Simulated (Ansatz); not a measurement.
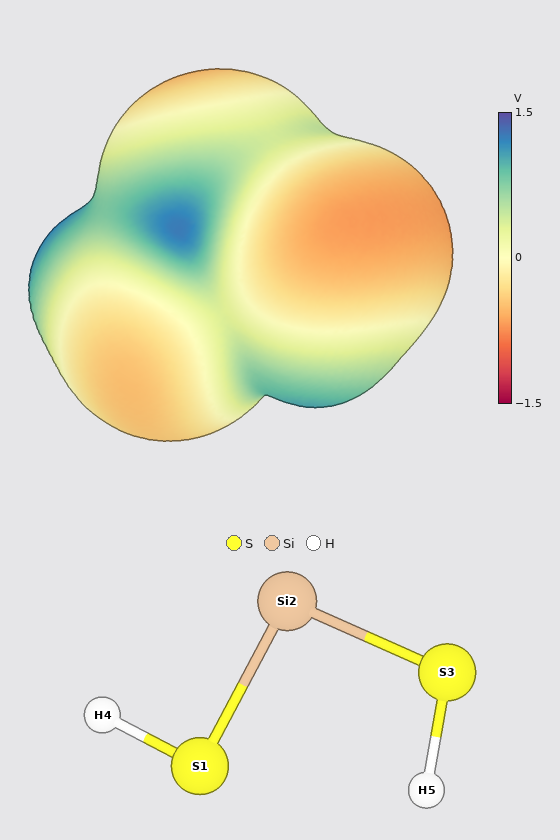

The picture shows: H2S2Si (SMILES S[Si]S). The molecular electrostatic potential painted on the density surface at 0.001 e/bohr³, seen at a tilt; red is negative and blue positive. The bare structure is drawn below in the same view.

Geometry: PBE0-D4/def2-TZVP.

The calculation used isolated molecule in a Gaussian basis; Hartree-Fock (Ansatz).

Input file:

```
crystal:
  periodic: [false, false, false]
  atoms:
    - {symbol: S, position_ang: [-0.640700, -1.023800, -0.541200]}
    - {symbol: Si, position_ang: [-0.655200, 0.968900, 0.237800]}
    - {symbol: S, position_ang: [1.426500, 1.117300, 0.734200]}
    - {symbol: H, position_ang: [-1.954700, -1.042200, -0.825100]}
    - {symbol: H, position_ang: [1.874100, -0.093900, 0.352900]}
basis:
  gaussian: {orbitals: def2-SVP}
hamiltonian: {xc: hf}
accuracy: high
output: {forces: true, orbitals: {seedname: orbitals}}
```

Command:

```sh
ansatz run run.yaml --threads 1 --pin off --max-ram 2610MiB --events-out events.jsonl --progress --plain --runs-dir runs
```

> Where is the surface potential most negative and most positive?

The most negative region (about −0.7 V) lies over S3, the most positive (about +1.3 V) over Si2 and H4.

> What dipole moment does the calculation give?

Its dipole moment is 1.35 D.
